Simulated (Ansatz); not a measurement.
SnSe₂ (CdI2 type)

```yaml
crystal:
  lattice:
    - [3.83990, 0.00000, 0.00000]
    - [-1.91995, 3.32545, 0.00000]
    - [0.00000, 0.00000, 6.00885]
  atoms:
    - { symbol: Sn, position: [0.00000, 0.00000, 0.00000] }
    - { symbol: Se, position: [0.33333, 0.66667, 0.26521] }
    - { symbol: Se, position: [0.66667, 0.33333, 0.73479] }
```

E(V) scan at fixed shape, V₀ the volume above. The atoms relax within the cell's symmetry.

Level of theory: PBE-D3(BJ) (plane waves to 420 eV, PAW, scalar-relativistic; Ansatz, a first-principles code). k mesh 10×10×6 (Γ-centred), Fermi-Dirac smearing 0.05 eV. Energies are smeared free energies. With the shape held, the modulus is that of even scaling; a crystal free to change shape is softer. SnSe2 was relaxed with its symmetry unable to fall. ΔE is measured from the relaxed starting cell.

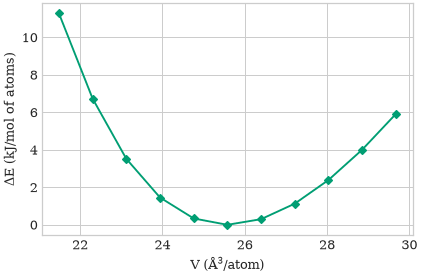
Figure. ΔE (kJ/mol of atoms) against V (Å³/atom); markers are the computed points, lines only join them.

The energy cost of the largest expansion is 61 meV/atom and the bulk modulus at fixed cell shape B₀ (third-order Birch-Murnaghan fit) comes out as 40.4 GPa. The pressure for 5 % compression (fit) is 2.4 GPa and the pressure derivative B₀′ (fit) is 5.0. The energy cost of the largest compression is 117 meV/atom.

Check by three points about V = 25.576 Å³/atom, step 1.637: d²E/dV² ≈ (15 − 2·0 + 12) meV / 1.637² = 0.0101 eV/Å⁶, and V·d²E/dV² × 160.2 = 41.3 GPa.

(A scan under strain: stresses follow from slopes of the energy per volume, elastic moduli from its curvatures.)
